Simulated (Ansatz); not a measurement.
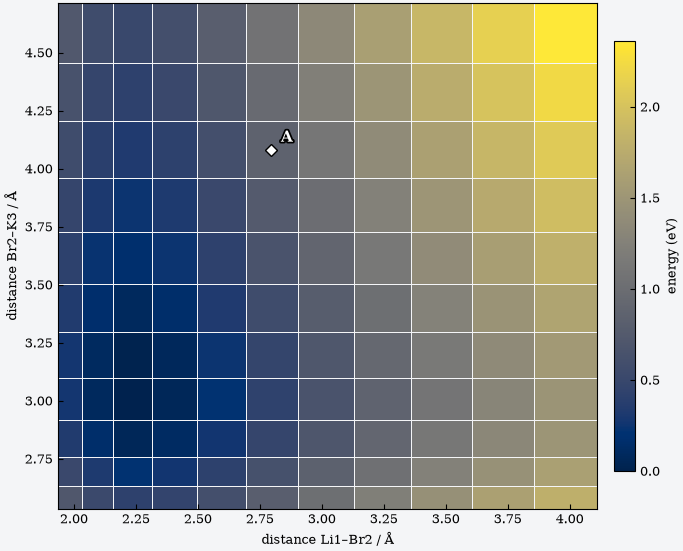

The system Li⁺ + BrK. The first coordinate is: distance Li1–Br2; the second: distance Br2–K3. Nothing is relaxed (the angle Li1–Br2–K3 is fixed at 180 degrees). The scan uses an 11 × 11 grid. Points are written as (first, second). Energies: eV, counted from the lowest grid point. The D4 coefficients can switch as the alkali atoms part, which puts small steps into the map. Method: RKS CAM-B3LYP-D4/def2-TZVPD in Ansatz 0.2.0.

Drawn: one coloured cell a grid point, the point A.

### Which way does the force act at A, and how strong is it?

A, at (2.796 Å, 4.080 Å), is not a stationary point. The computed force is 1.2 eV for each Å towards smaller values of distance Li1–Br2 and 0.45 eV for each Å towards smaller values of distance Br2–K3.
